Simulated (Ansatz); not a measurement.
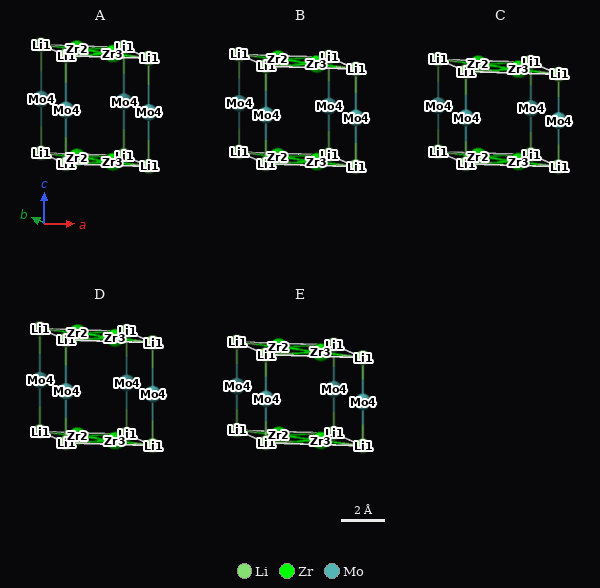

5 geometries from one relaxation of crystalline LiZr2Mo (a generated structure, set up in P6/mmm) (coarse preliminary run), in shuffled order. The picture is a ball-and-stick view of the cell of the calculation, seen slightly off an axis.

All numbers below come from DFT PBE, scalar-relativistic, plane waves, PAW in Ansatz 0.2.0. (plane-wave cutoff 420 eV; k-point mesh 6 × 6 × 4; occupations gaussian; smearing width 0.1 eV; no spin polarisation; cell and atoms relaxed; force threshold 0.04 eV/Å; at most 70 steps)

Put them in the order of the run, from the start to the converged end.

A, D, B, C, E. They are steps 0, 1, 2, 3, 9, at +960 meV per atom, +483 meV per atom, +211 meV per atom, +59.2 meV per atom relative to the last. Over 7 accepted moves (9 points after the start) the energy falls by 960 meV per atom. All forces vanish by symmetry, so only the cell relaxes. Pressure: 20.01 GPa at the start and 0.04 GPa at the end. The SCF was repeated twice at an unchanged geometry on a basis and grid sized afresh for the cell, which shifted the energy by 4.4 meV per atom at most. The atoms keep their places relative to the cell (all moves are under 0.005 Å). The drawn cell changes as follows: a = b 4.004 → 4.687 Å (+17.1 %), c 5.143 → 4.195 Å (−18.4 %); the volume changes by +11.8 %. Some distances before and after: Li1–Mo4 2.572 → 2.097 Å, Zr2–Zr3 2.312 → 2.706 Å, Li1–Zr2 2.312 → 2.706 Å. The space group stays P6/mmm (No. 191).
